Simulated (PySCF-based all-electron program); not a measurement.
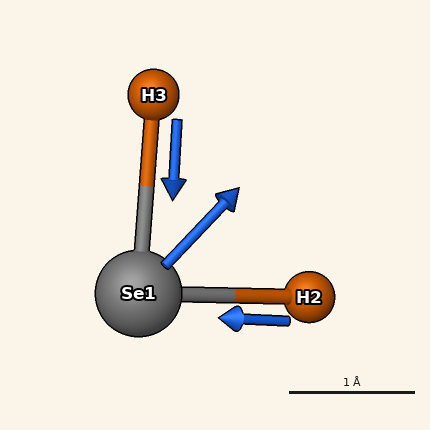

Arrows show the forces on the atoms, 0.3 Å of arrow for 1 eV/Å; forces under a tenth of the largest aren't drawn. Level of theory: HSE06, all-electron, scalar-relativistic (Koelling-Harmon), large uncontracted Gaussian sets (PySCF-based all-electron program).

Question: On which atom is the force largest, and how large is it?

Answer: On Se1: 3.04 eV/Å.

List the force components in the frame of the picture (x right, y up, z towards the viewer), in eV/Å.

| atom | Fx | Fy | Fz |
| --- | --- | --- | --- |
| Se1 | 2.01 | 2.11 | −0.88 |
| H2 | −1.88 | 0.09 | 1.17 |
| H3 | −0.12 | −2.20 | −0.29 |
